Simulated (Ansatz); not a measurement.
# Run report: HCl, single-point calculation

HCl, computed with RHF-CCSD(T), frozen core/def2-TZVPP (Ansatz 0.2.0).

The geometry comes from this level: PBE0-D4/def2-TZVP.

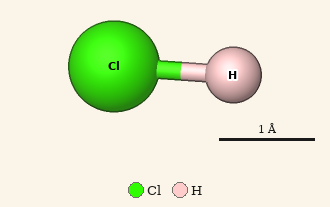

*The structure as given in the input (ball-and-stick view, seen at a tilt).*

Results in brief

| quantity | value |
| --- | --- |
| outcome | converged |
| total energy | −12526.2513 eV |
| mean-field energy | −12519.9337 eV |
| CCSD correlation | −6.1019 eV |
| (T) correction | −0.2157 eV |
| T1 diagnostic | 0.006 |
| SCF solution under orbital rotations | stable |
| hardware | 4 threads of Arm Neoverse V1, 23 GiB of memory available, shared host |
| peak memory | 0.46 GiB |

Input
```yaml
crystal:
  periodic: [false, false, false]
  atoms:
    - {symbol: Cl, position_ang: [-1.325394, -1.185246, 1.731173]}
    - {symbol: H, position_ang: [-1.615693, -1.547131, 0.539324]}
basis:
  gaussian: {orbitals: def2-TZVPP}
correlation: {method: ccsd_t}
```

Launch command:
```bash
ansatz run in.yaml --threads 4 --pin off --events-out ev --progress --plain --max-ram 9574MiB
```

The program's output
```
Functional definition: HF
  name "HF"
  cite "Fock, Z. Phys. 61, 126 (1930) doi:10.1007/BF01340294"
  parent pbe
  exchange = exact_x
  correlation = 0
322 factors; integrals over basis functions are off by at most 1.4e-3 eV
mean field evaluation 1: about -12519.5271 eV, gradient 1.1e1 eV
mean field evaluation 2: about -12519.5272 eV, gradient 1.1e1 eV
mean field evaluation 4: about -12519.9258 eV, gradient 1.2e0 eV
mean field evaluation 8: about -12519.9337 eV, gradient 1.5e-5 eV
mean field evaluation 16: about -12519.9329 eV, gradient 3.6e-1 eV
mean field -12519.93373480 eV, -460.0990784379 hartree, gradient 2.9e-6 eV, S^2 0.000000; 0 other end points of the search recorded, 0 dependent functions left out
5 core orbitals not correlated: weight in the atoms' cores, before any rotation towards them, 1.000 or more for the frozen orbitals, at most 0.000 for the correlated occupied ones
reference -12519.93373480 eV, -460.0990784379 hartree; 4, 4 occupied and 47, 47 virtual orbitals, 322 factors
second order -5.53928023 eV of doubles, -0.00000000 eV of singles
cycle   1  -5.96030452 eV  change   -4.2e-1 eV  update   3.9e-2
cycle   2  -6.09716130 eV  change   -1.4e-1 eV  update   1.1e-2
cycle   3  -6.10232857 eV  change   -5.2e-3 eV  update   2.5e-3
cycle   4  -6.10200724 eV  change    3.2e-4 eV  update   6.6e-4
cycle   5  -6.10184956 eV  change    1.6e-4 eV  update   1.1e-4
cycle   6  -6.10185020 eV  change   -6.3e-7 eV  update   3.3e-5
cycle   7  -6.10185637 eV  change   -6.2e-6 eV  update   7.9e-6
```

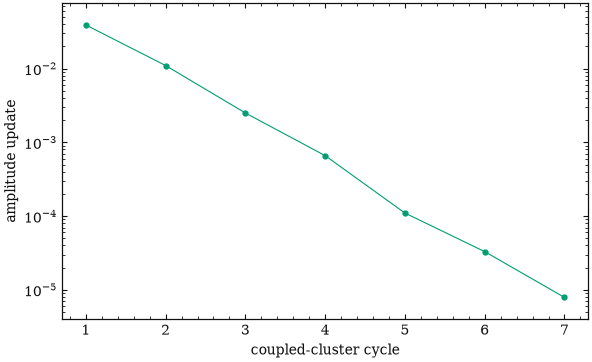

*Convergence of the coupled-cluster equations: amplitude update against the coupled-cluster cycle.*

The residual falls at every step.

```
perturbative correction -0.21572961 eV, -0.0079279170 hartree
Total energy: -12526.25132077 eV, -460.3312454404 hartree
```
